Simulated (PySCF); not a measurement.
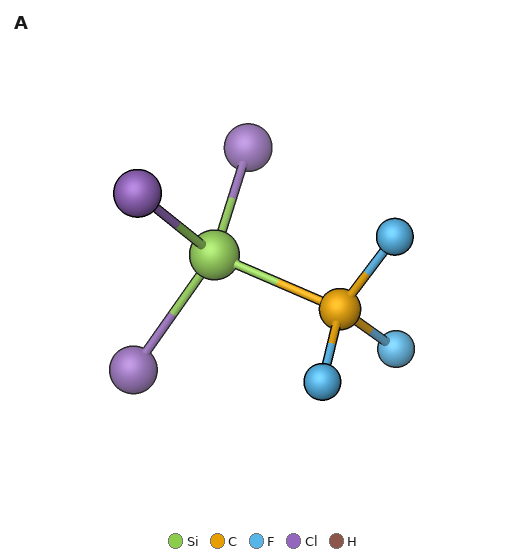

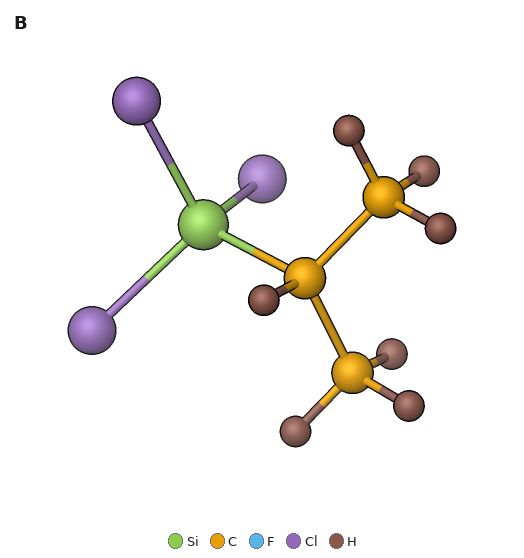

Two related species, optimised with PBE0-D3(BJ)/def2-SVP; properties computed with PySCF 2.14.0. Both: charge 0, singlet.

Identify both.

A is Si(CF3)Cl3 (FC(F)(F)[Si](Cl)(Cl)Cl), B is Si(iPr)Cl3 (CC(C)[Si](Cl)(Cl)Cl).

Compare them. With KT2/pcSseg-1: dipole moment (D), HOMO–LUMO gap (eV), HOMO energy (Kohn–Sham orbital) (eV), shielding of Si (ppm). With B3LYP/def2-SVPD: lowest vertical singlet excitation (eV), mean static polarisability (bohr³). With PBE0/pcSseg-1: Hirshfeld charge of Si (e), IAO charge of Si (e). With PBE0-D3(BJ)/def2-SVP: mean Si–C length (Å), mean Si–Cl length (Å).

| quantity | A | B |
| --- | --- | --- |
| dipole moment (D) | 0.66 | 2.51 |
| HOMO–LUMO gap (eV) | 6.71 | 6.59 |
| HOMO energy (Kohn–Sham orbital) (eV) | −8.49 | −7.65 |
| shielding of Si (ppm) | 354.3 | 319.1 |
| lowest vertical singlet excitation (eV) | 7.28 | 7.19 |
| mean static polarisability (bohr³) | 79.0 | 101.7 |
| Hirshfeld charge of Si (e) | 0.34 | 0.38 |
| IAO charge of Si (e) | 1.02 | 1.05 |
| mean Si–C length (Å) | 1.927 | 1.868 |
| mean Si–Cl length (Å) | 2.034 | 2.056 |

Each is one conformer, and no frequency run is at hand to confirm it as a minimum.
